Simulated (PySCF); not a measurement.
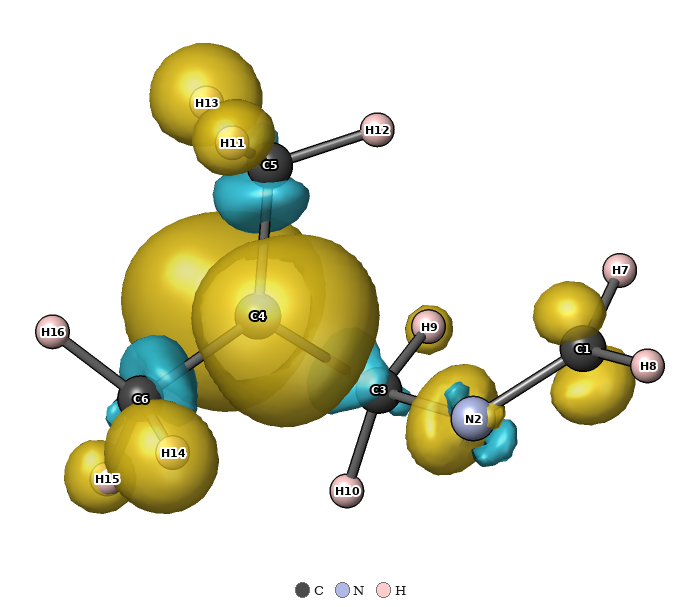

The picture shows: C5H10N (SMILES C=NC[C](C)C) (doublet). Isosurfaces of the spin density at +0.02 (yellow) and −0.02 e/Å³ (cyan), seen across its widest extent.

Geometry: GFN2-xTB.

Computed with UKS B3LYP, pcH-1 on C H N, non-relativistic, mean-field spin-orbit, GIAO (PySCF 2.14.0, density-fitted response routines).

| atom | x (Å) | y (Å) | z (Å) |
| --- | --- | --- | --- |
| C | 2.3398 | 0.0867 | 0.9663 |
| N | 1.4298 | -0.7296 | 0.6854 |
| C | 0.6765 | -0.5801 | -0.5390 |
| C | -0.6551 | -0.0572 | -0.1313 |
| C | -0.8068 | 1.3853 | 0.1826 |
| C | -1.7216 | -1.0135 | 0.2499 |
| H | 2.6839 | 0.8907 | 0.3039 |
| H | 2.8320 | 0.0013 | 1.9241 |
| H | 1.1732 | 0.1062 | -1.2459 |
| H | 0.5844 | -1.5726 | -0.9881 |
| H | -1.3467 | 1.5309 | 1.1199 |
| H | 0.1627 | 1.8755 | 0.2567 |
| H | -1.3790 | 1.8971 | -0.5992 |
| H | -1.4882 | -1.4920 | 1.2076 |
| H | -1.8131 | -1.8124 | -0.4873 |
| H | -2.6794 | -0.5074 | 0.3504 |

> Where is the unpaired spin?

The unpaired spin (1 electron) lies mostly on C4 (about 0.6), in electrons by Hirshfeld's partition.
